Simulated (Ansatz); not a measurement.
# H4O2Sn: molecular dynamics

The plan is to follow the molecule's vibrations and see whether its bonds hold. The start is relaxed first. Runs: 300 steps of 1 fs at constant energy, with velocities drawn for 1000 K. SMILES of the start: [OH][SnH2][OH].

All numbers below are computed with Ansatz 0.2.0 (RKS PBE-D4/def2-SVP).

### Step 1. The system as given

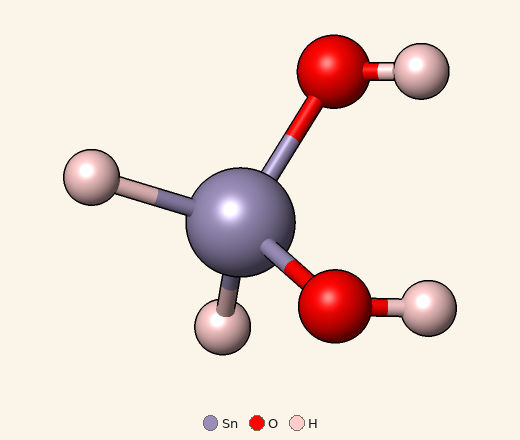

Start, viewed from a chosen angle; tin purple, oxygen red, hydrogen pink.

As a file:

```xyz
7

Sn    0.0000    0.0000    0.0000
O     0.0000    0.0000    1.9600
H    -0.9095   -0.2814    2.2971
H     1.6408    0.0000   -0.5794
H    -0.8195    1.4198   -0.5794
O    -0.9232   -1.5994   -0.6527
H    -1.3778   -2.0650    0.1197
```

### Step 2. Relaxing the start

input.yaml reads:

```yaml
crystal:
  periodic: [false, false, false]
  atoms:
    - { symbol: Sn, position_ang: [0.0, 0.0, 0.0] }
    - { symbol: O, position_ang: [0.0, 0.0, 1.96] }
    - { symbol: H, position_ang: [-0.9095, -0.2814, 2.2971] }
    - { symbol: H, position_ang: [1.6408, 0.0, -0.5794] }
    - { symbol: H, position_ang: [-0.8195, 1.4198, -0.5794] }
    - { symbol: O, position_ang: [-0.9232, -1.5994, -0.6527] }
    - { symbol: H, position_ang: [-1.3778, -2.065, 0.1197] }
basis:
  gaussian: { orbitals: def2-SVP }
hamiltonian:
  xc: pbe
  dispersion: d4
relax:
  f_tol: 0.02
  max_steps: 40
output:
  orbitals: {}
```

Started as:

```bash
> ansatz run input.yaml --threads 1 --pin off --max-ram 2048MiB --backend cpu --events-out ev --progress --plain --runs-dir out
```

What it wrote, cut to the lines that bear on the results:

```text
Warning: RAYON_NUM_THREADS=1 ignored (pool sized by the plan → 1); use --threads N
[...]
Functional definition: PBE
[...]
809 factors; their error is unknown
[...]
mean field -9982.56659460 eV, -366.8525559249 hartree, gradient 7.2e-5 eV, S^2 0.000000; 0 other end points of the search recorded, 0 dependent functions left out
[...]
reference -9982.56663326 eV, -366.8525573456 hartree; 21, 21 occupied and 53, 53 virtual orbitals, 809 factors
relax step   1: F+E_penalty+E_count = -9982.67119620 eV  Δ(F+E_penalty+E_count) = +0.000e0 eV  max|allowed force component| = 1.631e0 eV/Å  Δτ_max = 0.0000 Å  (24 SCF iters, accepted)
[...]
relax step   3: F+E_penalty+E_count = -9982.79186046 eV  Δ(F+E_penalty+E_count) = -8.247e-3 eV  max|allowed force component| = 1.877e0 eV/Å  Δτ_max = 0.1667 Å  (31 SCF iters, accepted)
[...]
relax step   5: F+E_penalty+E_count = -9982.87702836 eV  Δ(F+E_penalty+E_count) = -3.938e-2 eV  max|allowed force component| = 2.425e-1 eV/Å  Δτ_max = 0.0952 Å  (27 SCF iters, accepted)
[...]
relax step   7: F+E_penalty+E_count = -9982.55964154 eV  Δ(F+E_penalty+E_count) = +3.448e-1 eV  max|allowed force component| = 3.308e0 eV/Å  Δτ_max = 0.1962 Å  (32 SCF iters, rejected (line search))
[...]
relax step   9: F+E_penalty+E_count = -9982.91303535 eV  Δ(F+E_penalty+E_count) = -1.481e-3 eV  max|allowed force component| = 7.661e-2 eV/Å  Δτ_max = 0.0493 Å  (26 SCF iters, accepted)
[...]
relax step  10: F+E_penalty+E_count = -9982.91361052 eV  Δ(F+E_penalty+E_count) = -5.752e-4 eV  max|allowed force component| = 6.300e-2 eV/Å  Δτ_max = 0.0171 Å  (26 SCF iters, accepted)
[...]
relax step  11: F+E_penalty+E_count = -9982.91406485 eV  Δ(F+E_penalty+E_count) = -4.543e-4 eV  max|allowed force component| = 5.545e-3 eV/Å  Δτ_max = 0.0180 Å  (26 SCF iters, accepted)
809 factors; their error is unknown
[...]
mean field -9982.81096630 eV, -366.8615364192 hartree, gradient 1.2e-5 eV, S^2 0.000000; 1 other end points of the search recorded, 0 dependent functions left out
[...]
reference -9982.81100552 eV, -366.8615378606 hartree; 21, 21 occupied and 53, 53 virtual orbitals, 809 factors
Total energy: -9982.91410407 eV, -366.8653266623 hartree
Atom 0 at    -0.073880     0.010790     0.027893 Å, force    -0.004197    -0.005324     0.004430 eV/Å
Atom 1 at     0.034577    -0.039320     2.036127 Å, force     0.002506     0.003301    -0.003546 eV/Å
Atom 2 at    -0.845932     0.140913     2.418920 Å, force    -0.002211    -0.001402    -0.001017 eV/Å
Atom 3 at     1.569502    -0.240577    -0.432612 Å, force    -0.001910    -0.000563    -0.001120 eV/Å
Atom 4 at    -0.892020     1.413397    -0.554650 Å, force     0.001856    -0.000243     0.000929 eV/Å
Atom 5 at    -1.282620    -1.474081    -0.589866 Å, force     0.001984     0.005545    -0.000155 eV/Å
Atom 6 at    -0.898828    -2.337122    -0.340512 Å, force     0.001972    -0.001313     0.000479 eV/Å
Dipole moment:     0.030985     0.046151    -0.037595 e Å
```

Run time: 23 s. Hardware: 1 thread of Arm Neoverse V1, shared host; peak memory 0.13 GiB.

Relaxation path:

```
step  energy from step 1 (eV)  largest force component (eV/Å)
   1                   0.0000                          1.6313
   2                  -0.1124                          1.6066
   3                  -0.1207                          1.8775
   4                  -0.1664                          0.4181
   5                  -0.2058                          0.2425
   6                  -0.2333                          0.1141
  7x                   0.1116                          3.3083
   8                  -0.2404                          0.0615
   9                  -0.2418                          0.0766
  10                  -0.2424                          0.0630
  11                  -0.2429                          0.0055
```

Step 1 is the start. 1 step was tried and not accepted (7; marked x where the table lists them).

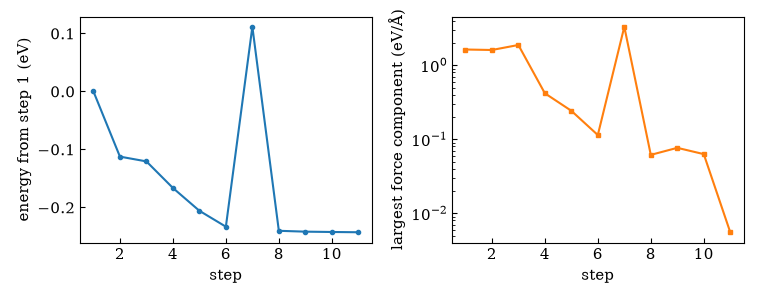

How energy and force went from step to step.

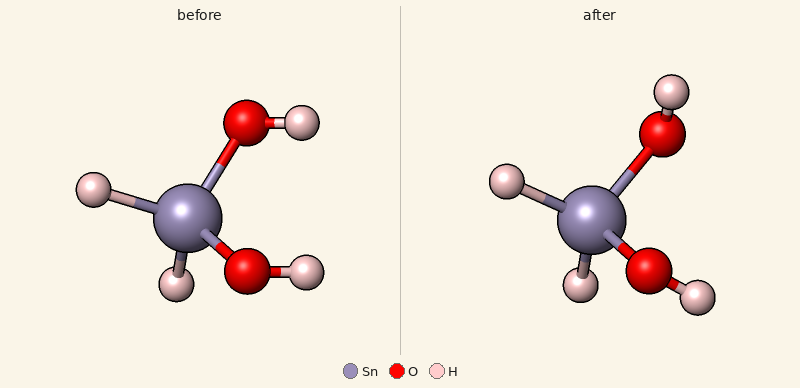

Before and after, at one scale.

After: Bond lengths: Sn1–O2 2.012 Å, O2–H3 0.977 Å, Sn1–H4 1.725 Å, Sn1–H5 1.725 Å, Sn1–O6 2.012 Å, O6–H7 0.977 Å. Angles: Sn1–O2–H3 109.8°, O2–Sn1–H4 102.2°, O2–Sn1–H5 112.5°, O2–Sn1–O6 108.7°, H4–Sn1–H5 118.7°, H4–Sn1–O6 112.5°, H5–Sn1–O6 102.2°, Sn1–O6–H7 109.7°.

### Step 3. Dynamics

300 steps of 1 fs at constant energy, with velocities drawn for 1000 K, from the relaxed start.

input.yaml reads:

```yaml
crystal:
  periodic: [false, false, false]
  atoms:
    - { symbol: Sn, position_ang: [-0.07388, 0.01079, 0.027893] }
    - { symbol: O, position_ang: [0.034577, -0.03932, 2.036127] }
    - { symbol: H, position_ang: [-0.845932, 0.140913, 2.41892] }
    - { symbol: H, position_ang: [1.569502, -0.240577, -0.432612] }
    - { symbol: H, position_ang: [-0.89202, 1.413397, -0.55465] }
    - { symbol: O, position_ang: [-1.28262, -1.474081, -0.589866] }
    - { symbol: H, position_ang: [-0.898828, -2.337122, -0.340512] }
basis:
  gaussian: { orbitals: def2-SVP }
hamiltonian:
  xc: pbe
  dispersion: d4
md:
  timestep: 1.0
  n_steps: 300
  ensemble: nve
  temperature: 1000.0
  initial_velocities: maxwell_boltzmann
  seed: 79596
```

Started as:

```bash
> ansatz run input.yaml --threads 1 --pin off --max-ram 2048MiB --backend cpu --events-out ev --progress --plain --runs-dir out
```

What it wrote, cut to the lines that bear on the results:

```text
Warning: RAYON_NUM_THREADS=1 ignored (pool sized by the plan → 1); use --threads N
[...]
[... 1 set-up line as earlier in the session ...]
[...]
809 factors; their error is unknown
[...]
mean field -9982.81096527 eV, -366.8615363815 hartree, gradient 4.1e-5 eV, S^2 0.000000; 0 other end points of the search recorded, 0 dependent functions left out
[...]
reference -9982.81100454 eV, -366.8615378246 hartree; 21, 21 occupied and 53, 53 virtual orbitals, 809 factors
md step     0: t =     0.00 fs  T =  1000.0 K  F+E_penalty+E_count = -9982.91406382 eV  E_kin = 0.646300 eV  conserved = -9982.26776383 eV  (24 SCF iters)
[...]
md step    18: t =    18.00 fs  T =   608.1 K  F+E_penalty+E_count = -9982.66000356 eV  E_kin = 0.393022 eV  conserved = -9982.26698191 eV  (26 SCF iters, 3 dispersion substeps)
[...]
md step    36: t =    36.00 fs  T =   622.0 K  F+E_penalty+E_count = -9982.66889996 eV  E_kin = 0.401969 eV  conserved = -9982.26693080 eV  (26 SCF iters, 3 dispersion substeps)
[...]
md step    54: t =    54.00 fs  T =   449.5 K  F+E_penalty+E_count = -9982.55547829 eV  E_kin = 0.290501 eV  conserved = -9982.26497759 eV  (26 SCF iters, 3 dispersion substeps)
[...]
md step    71: t =    71.00 fs  T =   309.5 K  F+E_penalty+E_count = -9982.46429995 eV  E_kin = 0.200005 eV  conserved = -9982.26429484 eV  (26 SCF iters, 3 dispersion substeps)
md step    72: t =    72.00 fs  T =   370.1 K  F+E_penalty+E_count = -9982.50285735 eV  E_kin = 0.239201 eV  conserved = -9982.26365618 eV  (26 SCF iters, 3 dispersion substeps)
```

### Step 4. The log goes on: dynamics from the start

The log, continued, cut to the lines that bear on the results:

```text
md step    73: t =    73.00 fs  T =   407.5 K  F+E_penalty+E_count = -9982.52590553 eV  E_kin = 0.263368 eV  conserved = -9982.26253714 eV  (26 SCF iters, 3 dispersion substeps)
[...]
md step    95: t =    95.00 fs  T =   394.9 K  F+E_penalty+E_count = -9982.51599872 eV  E_kin = 0.255248 eV  conserved = -9982.26075081 eV  (26 SCF iters, 3 dispersion substeps)
[...]
md step   117: t =   117.00 fs  T =   595.8 K  F+E_penalty+E_count = -9982.64679278 eV  E_kin = 0.385077 eV  conserved = -9982.26171581 eV  (26 SCF iters, 3 dispersion substeps)
[...]
md step   139: t =   139.00 fs  T =   730.3 K  F+E_penalty+E_count = -9982.73657305 eV  E_kin = 0.472004 eV  conserved = -9982.26456877 eV  (27 SCF iters, 3 dispersion substeps)
[...]
md step   161: t =   161.00 fs  T =   251.3 K  F+E_penalty+E_count = -9982.42367770 eV  E_kin = 0.162431 eV  conserved = -9982.26124703 eV  (26 SCF iters, 3 dispersion substeps)
md step   162: t =   162.00 fs  T =   235.1 K  F+E_penalty+E_count = -9982.41134527 eV  E_kin = 0.151968 eV  conserved = -9982.25937761 eV  (27 SCF iters, 3 dispersion substeps)
md step   163: t =   163.00 fs  T =   292.1 K  F+E_penalty+E_count = -9982.44935213 eV  E_kin = 0.188793 eV  conserved = -9982.26055922 eV  (26 SCF iters, 3 dispersion substeps)
```

### Step 5. The log goes on: dynamics from the start

The log, continued, cut to the lines that bear on the results:

```text
md step   164: t =   164.00 fs  T =   394.7 K  F+E_penalty+E_count = -9982.51934533 eV  E_kin = 0.255070 eV  conserved = -9982.26427512 eV  (26 SCF iters, 3 dispersion substeps)
[...]
md step   183: t =   183.00 fs  T =   631.7 K  F+E_penalty+E_count = -9982.67377930 eV  E_kin = 0.408300 eV  conserved = -9982.26547965 eV  (27 SCF iters, 3 dispersion substeps)
[...]
md step   202: t =   202.00 fs  T =   737.3 K  F+E_penalty+E_count = -9982.73930217 eV  E_kin = 0.476536 eV  conserved = -9982.26276596 eV  (27 SCF iters, 3 dispersion substeps)
[...]
md step   221: t =   221.00 fs  T =   560.3 K  F+E_penalty+E_count = -9982.62649051 eV  E_kin = 0.362093 eV  conserved = -9982.26439759 eV  (26 SCF iters, 3 dispersion substeps)
[...]
md step   299: t =   299.00 fs  T =   376.2 K  F+E_penalty+E_count = -9982.50340979 eV  E_kin = 0.243164 eV  conserved = -9982.26024629 eV  (25 SCF iters, 3 dispersion substeps)
[...]
md step   300: t =   300.00 fs  T =   336.9 K  F+E_penalty+E_count = -9982.47611485 eV  E_kin = 0.217763 eV  conserved = -9982.25835216 eV  (26 SCF iters, 3 dispersion substeps)
Total energy: -9982.47615460 eV, -366.8492323163 hartree
Atom 0 at    -0.053987     0.044293     0.004591 Å, force    -0.950935    -2.502717     1.681049 eV/Å
Atom 1 at    -0.311524    -0.115929     2.026134 Å, force     0.057182     0.251763    -0.613926 eV/Å
Atom 2 at     0.455781     0.244569     2.503710 Å, force     0.160625     0.055699     0.093860 eV/Å
Atom 3 at     1.496532    -0.325331    -0.410119 Å, force     1.150100    -0.090120    -0.317437 eV/Å
Atom 4 at    -0.801700     1.388977    -0.520704 Å, force    -0.737938     1.255570    -0.623922 eV/Å
Atom 5 at    -1.109460    -1.704037    -0.378664 Å, force     1.910472     0.719852     0.871569 eV/Å
Atom 6 at    -1.815690    -1.411324    -0.931059 Å, force    -1.589507     0.309953    -1.091193 eV/Å
Dipole moment:     0.274654     0.605918    -0.362576 e Å
```

It took 8.9 min on 1 thread of Arm Neoverse V1, shared host; peak memory 0.14 GiB.

### Step 6. The trajectory

One step in 22; energies are changes from step 0:

```
time (fs)  T (K)  potential energy change (meV/atom)  total energy change (meV/atom)
      0.0   1000                                 0.0                            0.00
     22.0    399                                56.4                            0.90
     44.0    385                                57.0                            0.22
     66.0    335                                62.1                            0.69
     88.0    291                                66.2                            0.76
    110.0    584                                39.0                            0.60
    132.0    600                                37.7                            0.77
    154.0    527                                44.5                            0.80
    176.0    618                                36.1                            0.82
    198.0    523                                45.2                            1.18
    220.0    537                                43.6                            0.87
    242.0    298                                65.8                            1.03
    264.0    347                                61.3                            1.06
    286.0    457                                50.9                            0.71
    300.0    337                                62.6                            1.34
```

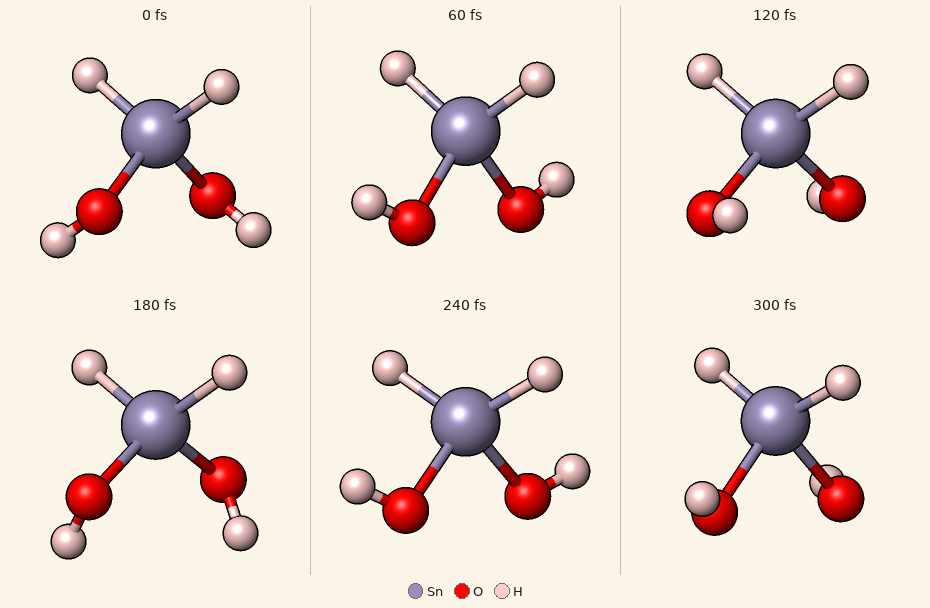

The system at six times, viewed from a chosen angle. Sticks join atoms within a bonding distance in each frame.

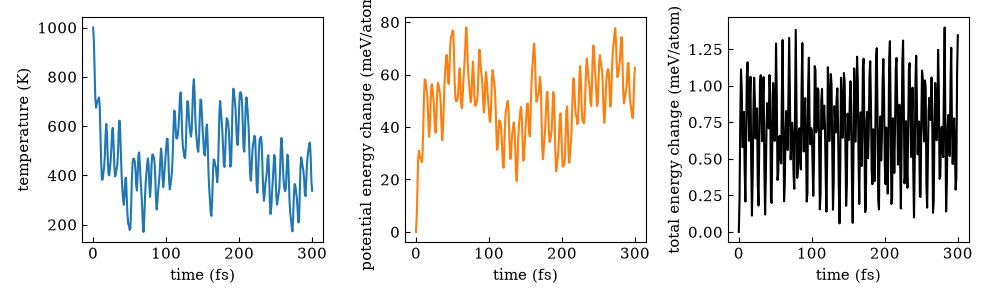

Traces against time; each panel has its own scale.

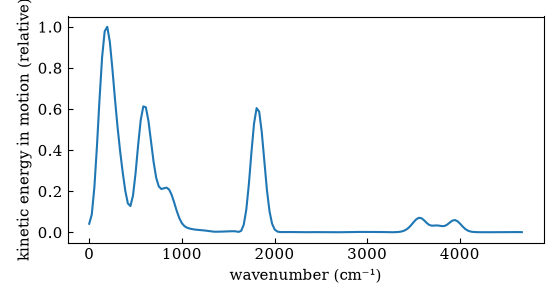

Power spectrum of the mass-weighted velocities; a run of 300 fs resolves no finer than about 220 cm⁻¹.

Maxima of the velocity power spectrum (cm⁻¹, relative height; resolution about 220 cm⁻¹): 190 (100), 580 (61), 830 (22), 1810 (60).

### Step 7. Snapshots as a file

Extended XYZ, with forces in eV/Å:

```xyz
7
time_fs=38.0 T=488 dE=0.3362
Sn   -0.060    0.030    0.009    0.281    0.204    0.084
O    -0.164   -0.201    1.954    0.204    0.059    1.115
H    -0.233    0.629    2.466    0.008   -0.089   -0.167
H     1.475   -0.303   -0.619    0.529   -0.045   -0.214
H    -0.744    1.536   -0.295   -0.303    0.596   -0.341
O    -1.226   -1.504   -0.323   -0.280   -1.807   -1.865
H    -0.945   -2.082   -1.113   -0.439    1.081    1.388
7
time_fs=75.0 T=468 dE=0.3465
Sn   -0.053    0.040    0.004   -1.014   -1.327    1.204
O    -0.193   -0.178    2.039    0.059    0.190   -0.595
H     0.268    0.471    2.611   -0.024   -0.042   -0.439
H     1.552   -0.171   -0.517    0.443   -0.095   -0.136
H    -0.841    1.413   -0.628   -0.179    0.392   -0.071
O    -1.251   -1.621   -0.352    0.586    0.905   -1.074
H    -1.410   -1.637   -1.343    0.130   -0.024    1.112
7
time_fs=112.0 T=658 dE=0.2229
Sn   -0.076    0.011    0.025    0.604    0.135    0.503
O    -0.143   -0.001    2.029   -0.174    0.034    0.130
H     0.711    0.064    2.499    0.004   -0.067   -0.293
H     1.517   -0.139   -0.568    0.412   -0.199   -0.030
H    -0.688    1.501   -0.536   -0.442    0.241   -0.108
O    -1.137   -1.590   -0.514    0.473   -0.194    0.372
H    -1.814   -1.217   -1.082   -0.877    0.050   -0.574
7
time_fs=150.0 T=585 dE=0.2735
Sn   -0.090   -0.007    0.044    0.508   -0.134    0.106
O    -0.026    0.176    2.018   -0.342    0.004    0.631
H    -0.095   -0.651    2.525    0.091   -0.136    0.006
H     1.494   -0.287   -0.379    0.840   -0.161   -0.441
H    -0.817    1.406   -0.377   -0.545    1.059   -0.379
O    -1.096   -1.541   -0.727    0.599   -0.136   -0.571
H    -1.768   -1.734   -0.079   -1.151   -0.496    0.647
7
time_fs=188.0 T=435 dE=0.3736
Sn   -0.078    0.006    0.038   -0.846   -1.603    0.912
O     0.014    0.106    2.094   -0.429   -0.178   -0.702
H    -0.913    0.185    2.416    0.296    0.020   -0.030
H     1.486   -0.329   -0.325    1.185   -0.052   -0.258
H    -1.055    1.156   -0.530   -0.806    1.498   -0.613
O    -1.219   -1.567   -0.741    1.474   -0.482    1.784
H    -0.798   -2.319   -0.197   -0.874    0.798   -1.093
7
time_fs=225.0 T=329 dE=0.4427
Sn   -0.073    0.015    0.025    0.231   -0.242    0.757
O    -0.160   -0.060    2.011    0.121    0.286    0.378
H    -0.274    0.848    2.364    0.008   -0.258   -0.053
H     1.393   -0.234   -0.724    1.117   -0.265   -0.199
H    -0.656    1.421   -0.550   -0.823    1.510   -0.424
O    -1.150   -1.556   -0.460    0.452   -1.174   -1.790
H    -0.632   -1.875   -1.278   -1.107    0.143    1.330
7
time_fs=262.0 T=346 dE=0.4278
Sn   -0.056    0.034    0.005   -0.479   -0.984    1.210
O    -0.264   -0.162    1.979   -0.003    0.205    0.346
H     0.072    0.620    2.458   -0.016   -0.077   -0.030
H     1.573    0.085   -0.275    1.179   -0.291   -0.434
H    -0.771    1.395   -0.559   -0.821    1.197   -0.615
O    -1.153   -1.616   -0.318    0.199    0.144   -0.977
H    -1.312   -1.648   -1.294   -0.059   -0.195    0.500
7
time_fs=300.0 T=337 dE=0.4379
Sn   -0.054    0.044    0.005   -0.951   -2.503    1.681
O    -0.311   -0.116    2.026    0.057    0.252   -0.614
H     0.456    0.245    2.504    0.161    0.056    0.094
H     1.496   -0.325   -0.410    1.150   -0.090   -0.317
H    -0.802    1.389   -0.521   -0.738    1.256   -0.624
O    -1.109   -1.704   -0.379    1.911    0.720    0.872
H    -1.816   -1.411   -0.931   -1.589    0.310   -1.091
```

### Step 8. Summary of results

```
                          quantity                          value
           relaxation of the start        9 moves, 0.243 eV lower
                            length              300 steps of 1 fs
  temperature, first and last step                 1000 and 337 K
          temperature, second half  mean 459 K, from 172 to 752 K
     potential energy, second half    +51 meV/atom from the start
largest change of the total energy                  1.40 meV/atom
            bonds formed or broken                              0
```

In words: The temperature starts at 1000 K and averages 459 K in the second half, where it ranges from 172 to 752 K; a mean near half the start is what vibrations about a minimum give, since they share energy equally between motion and strain. The total energy strays from its start by at most 1.40 meV/atom, 3.2 % of the mean kinetic energy, fair for a step of 1 fs. No bond forms or breaks. 300 fs on 7 atoms is far too short and small for converged averages. The nuclei move classically, without zero-point motion, which matters most for hydrogen.
